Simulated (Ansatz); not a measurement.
SnTe, pressure series

Take SnTe in the rock salt structure (space group Fm-3m, No. 225; a = 6.370 Å) as the base.

Cell and atoms are relaxed at each pressure.

Level of theory: Ansatz (a program for electronic structure) r2SCAN, no spin-orbit coupling.

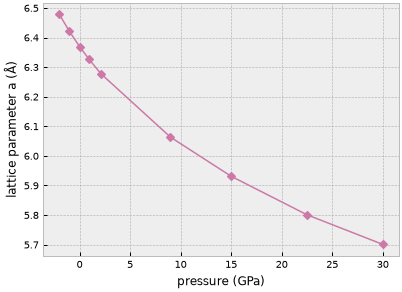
Figure: Lattice parameter a against pressure

Problem. From the plot, what is the lattice parameter a for pressure −2 GPa?

Solution. About 6.48 Å.

Problem. Is the trend monotonic over the range shown?

Solution. Yes, it falls throughout, spanning 5.701 Å to 6.479 Å.

Load acts through the strain it causes; cell and atoms are relaxed under it. Stability against distortions was not tested. Competing high-pressure phases were not computed. The final runs are not spin-polarised.
